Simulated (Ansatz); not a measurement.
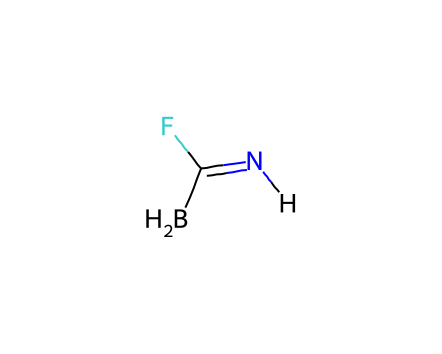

A structural formula.

> Give its SMILES.

[H]/N=C(\B)F

> Give the formula, hydrogens included.

CH3BFN.

> An optimisation with PBE0-D4/def2-TZVP gave a structure of which point group?

C1.

The parts below concern this one geometry. Atoms keep their numbers from picture to picture. The geometry was computed by an optimisation with PBE0-D4/def2-TZVP.

## Geometry

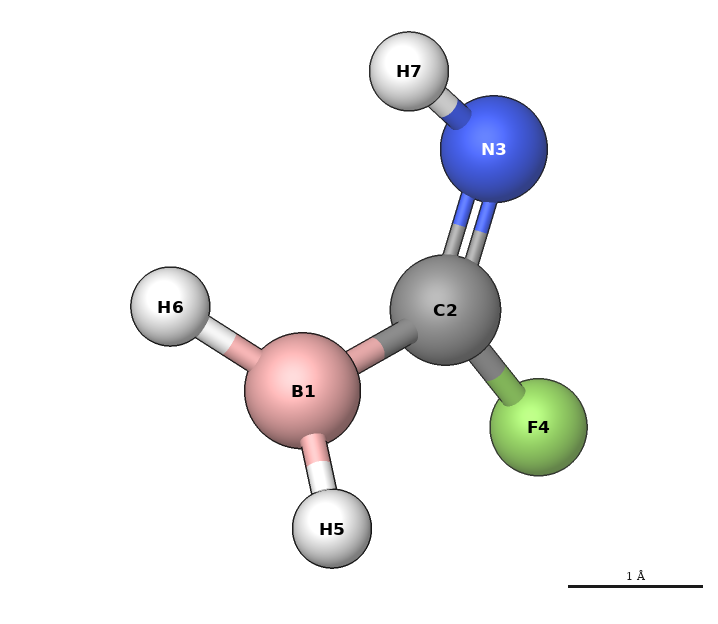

Give these bond angles: C2–B1–H5, C2–B1–H6, H5–B1–H6, B1–C2–N3, B1–C2–F4, N3–C2–F4, C2–N3–H7.

| angle | degrees |
| --- | --- |
| C2–B1–H5 | 119.8 |
| C2–B1–H6 | 118.6 |
| H5–B1–H6 | 121.5 |
| B1–C2–N3 | 126.3 |
| B1–C2–F4 | 116.4 |
| N3–C2–F4 | 117.0 |
| C2–N3–H7 | 110.2 |

## Vibrations

Harmonic vibrations computed with RKS PBE0-D4/def2-TZVP (Ansatz 0.2.0) at a stationary point of the same level.

> List the wavenumbers.

15 modes: 151, 280, 458, 563, 839, 878, 910, 1005, 1055, 1206, 1354, 1724, 2618, 2715, 3525 cm⁻¹.

## Levels of theory compared

Program: Ansatz 0.2.0.

Compare vertical IP (eV), dipole (D) at these levels: B3LYP-D4/def2-TZVPP; PBE-D4/def2-TZVPP; r2SCAN-D4/def2-TZVPP; ωB97M-V/def2-TZVPP.

```csv
level,vertical IP (eV),dipole (D)
B3LYP-D4/def2-TZVPP,11.07,2.59
PBE-D4/def2-TZVPP,10.79,2.31
r2SCAN-D4/def2-TZVPP,10.82,2.47
ωB97M-V/def2-TZVPP,11.12,2.66
```

## Thermal motion

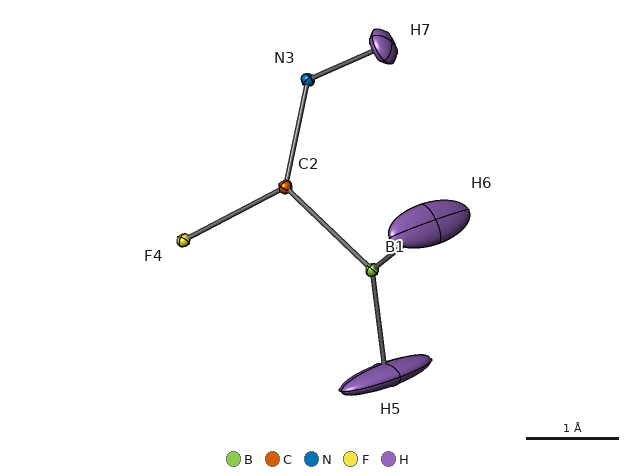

Displacement ellipsoids at the 50 % level, from the internal vibrations of the free molecule (harmonic, no overall translation or rotation; no half-axis is drawn under 0.075 Å). Vibrations computed with RKS PBE0-D4/def2-TZVP (Ansatz 0.2.0). Temperature: 298 K.

> Which atom moves most?

H5, with U_eq = 0.0691 Å².

> Does H5 move more along its bond or across it?

Across it: the root-mean-square amplitude is 0.084 Å along the bond and up to 0.419 Å across, since bending and torsion are softer than stretching.

List U_eq and the three principal root-mean-square amplitudes for each kind of atom.

```
atom  U_eq (Å²)   rms amplitudes (Å)
  B1     0.0015  0.021, 0.042, 0.048
  C2     0.0018  0.031, 0.039, 0.054
  N3     0.0014  0.030, 0.031, 0.047
  F4    0.00086  0.021, 0.027, 0.038
  H5     0.0691  0.084, 0.158, 0.419
  H6     0.0587  0.085, 0.153, 0.381
  H7     0.0142  0.073, 0.131, 0.141
```
